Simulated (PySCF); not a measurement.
SMILES [SiH3][SiH2][SiH2][Si](F)(F)F at its GFN2-xTB optimised geometry (Å):

```
14

F      0.0461    -1.9638     1.1305
Si     0.3603    -0.8875     0.0000
F      0.0460    -1.7203    -1.3258
F      1.9551    -0.8875     0.0000
Si    -0.5912     1.1819     0.0000
Si    -0.4434     2.1888    -2.0998
Si     1.5856     1.8660    -3.1851
H     -1.9551     1.0282     0.5363
H      0.1002     1.9638     1.0410
H     -1.5647     1.6935    -2.9185
H     -0.7590     3.6181    -1.9318
H      2.6300     2.7165    -2.6066
H      2.0232     0.4758    -3.0532
H      1.5276     2.1773    -4.6156
```

Calculation: CAM-B3LYP/def2-TZVP (PySCF).

Map of the deformation density (molecule minus spherical neutral atoms) (e/bohr³) on the plane z = 0.6 Å:

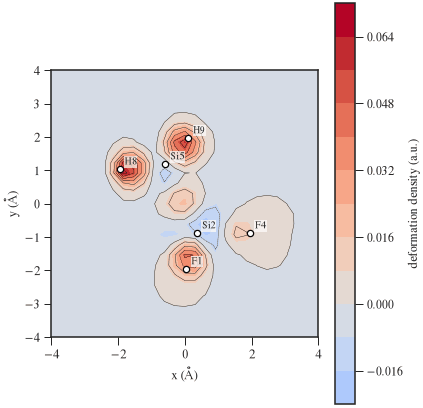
*Deformation density (molecule minus spherical neutral atoms) (e/bohr³) on the plane z = 0.6 Å.*
